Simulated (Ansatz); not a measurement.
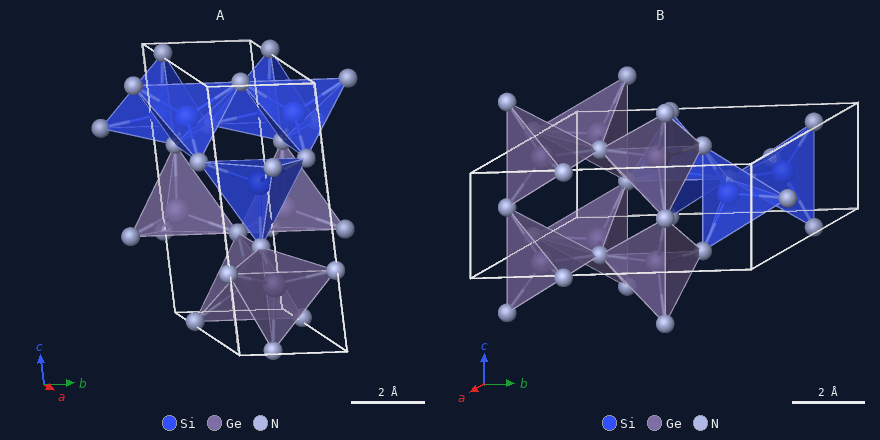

Two structures of Si3Ge3N8, each relaxed to rest (conventional cells in solid outline, small ones repeated, not to one scale). Method: DFT, PBE, plane waves, PAW (Ansatz 0.2.0), without spin polarisation.

### Give the type and space group of each.

A: 14 atoms a cell on a primitive monoclinic lattice, Pm. B: 14 atoms a cell on a primitive hexagonal lattice, P-6.

### Which structure wins energetically, and by what margin?

B is lower, by 20 meV/atom at this level of theory (energies at zero smearing). Volumes: A 11.6, B 11.6 Å³/atom.

One or both may be structure types tried for this composition rather than known phases.
